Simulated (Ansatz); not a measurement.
# Run report: Si2H6SO, single-point calculation

- system: Si2H6SO
- method: RKS PBE0-D4/def2-TZVPP (Ansatz 0.2.0)

The geometry is a transition state. The reaction was set up to form S2–H4 and to break Si1–S2 and O3–H4 (atoms counted from 1 in the order of the input); sticks are drawn by distance alone. The geometry comes from this level: PBE0-D4/def2-TZVP.

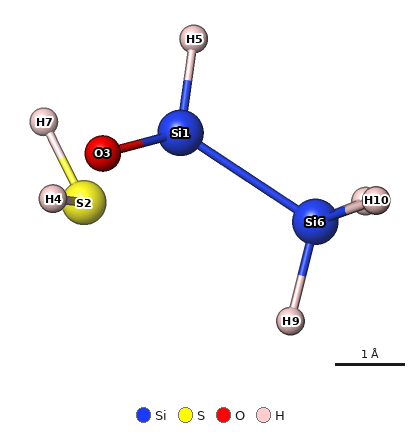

**Figure 1.** The structure as given in the input (ball-and-stick view, seen at a tilt; atoms are numbered from 1 in the order of the input). Bond lengths as drawn: H–S 1.34 to 1.43 Å, H–Si 1.49 to 1.50 Å, O–Si 1.55 Å and Si–Si 2.35 Å.

## The input
```yaml
crystal:
  periodic: [false, false, false]
  atoms:
    - {symbol: Si, position_ang: [-0.126448, 0.840972, 0.031284]}
    - {symbol: S, position_ang: [1.065747, -0.130590, -1.883776]}
    - {symbol: O, position_ang: [-1.185894, 1.393486, -0.961316]}
    - {symbol: H, position_ang: [-0.150669, 0.588342, -2.074627]}
    - {symbol: H, position_ang: [0.955340, 1.710061, 0.591539]}
    - {symbol: Si, position_ang: [-0.528229, -1.041292, 1.375157]}
    - {symbol: H, position_ang: [1.812741, 0.972505, -2.062882]}
    - {symbol: H, position_ang: [0.749815, -1.529056, 1.962362]}
    - {symbol: H, position_ang: [-1.130165, -2.117894, 0.545468]}
    - {symbol: H, position_ang: [-1.462236, -0.686535, 2.476691]}
basis:
  gaussian: {orbitals: def2-TZVPP}
hamiltonian: {xc: pbe0, dispersion: d4}
output: {orbitals: {seedname: orbitals}}
```

Command:
```bash
ansatz run in.yaml --threads 4 --pin off --events-out ev --progress --plain --max-ram 9574MiB
```

## What the program printed
```
Functional definition: PBE0
  name "PBE0"
  cite "Adamo & Barone, J. Chem. Phys. 110, 6158 (1999) doi:10.1063/1.478522"
  cite "Perdew, Burke & Ernzerhof, Phys. Rev. Lett. 77, 3865 (1996) doi:10.1103/PhysRevLett.77.3865"
  parent pbe
  parameter a = 0.25
  parameter kappa = 0.804
  parameter beta = 0.06672455060314922
  exchange = (1 - a)*pbe_x(kappa = kappa, mu = beta*pi^2/3) + a*exact_x
  correlation = pbe_c(beta = beta)
1402 factors; their error is unknown
mean field evaluation 1: about -28716.7595 eV, gradient 6.4e1 eV
mean field evaluation 2: about -28582.9539 eV, gradient 2.0e2 eV
mean field evaluation 4: about -28723.9728 eV, gradient 1.1e1 eV
mean field evaluation 8: about -28724.2625 eV, gradient 2.6e-1 eV
mean field evaluation 16: about -28724.3079 eV, gradient 1.6e-4 eV
mean field -28724.30787759 eV, -1055.5988444663 hartree, gradient 3.4e-5 eV, S^2 0.000000; 0 other end points of the search recorded, 0 dependent functions left out
reference -28724.30791138 eV, -1055.5988457082 hartree; 29, 29 occupied and 212, 212 virtual orbitals, 1402 factors
Total energy: -28724.52149714 eV, -1055.6066948400 hartree
```

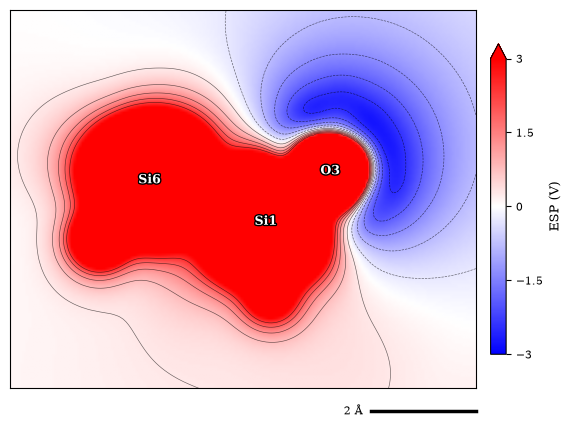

**Figure 2.** Molecular electrostatic potential on the plane of atoms O3, Si1 and Si6. Atoms in the plane: Si and O.

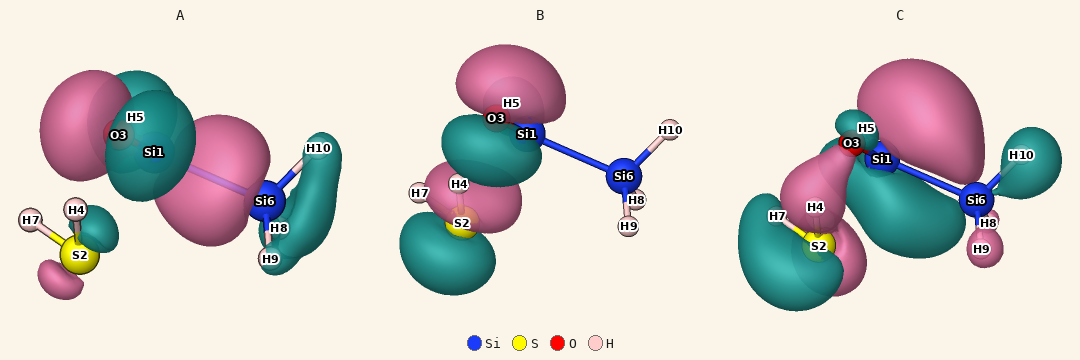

**Figure 3.** Three frontier orbitals at ±0.08 Å⁻³ᐟ² (teal and pink are the two phases). B is the HOMO−1 (−7.65 eV). A is the HOMO (−7.28 eV). It lies mainly on O3 (50 %), Si1 (15 %) and Si6 (15 %). C is the LUMO (−1.40 eV). Its weight (Hirshfeld) is mainly on Si1 (40 %), S2 (25 %) and Si6 (15 %). The HOMO–LUMO gap is 5.88 eV between the orbital energies.

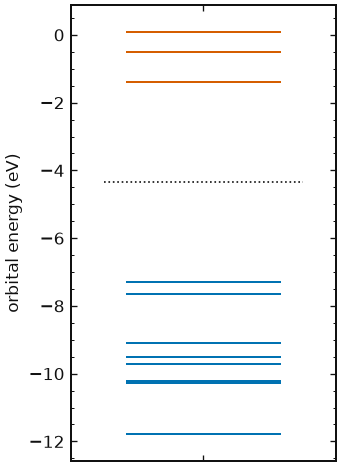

**Figure 4.** Orbital energies near the frontier; the dotted line parts filled from empty levels, and levels within 0.02 eV of each other stand side by side. Highest filled −7.28 eV, lowest empty −1.40 eV, 5.88 eV apart.

## Summary

| quantity | value |
| --- | --- |
| outcome | converged |
| total energy | −28724.5215 eV |
| mean-field energy | −28724.3079 eV |
| dispersion energy | −0.2136 eV |
| SCF solution under orbital rotations | stable |
| HOMO | −7.28 eV |
| LUMO | −1.40 eV |
| hardware | 4 threads of Arm Neoverse V1, 23 GiB of memory available, shared host |
| wall time | 3.2 s (CPU time 12 s) |
| peak memory | 0.62 GiB |
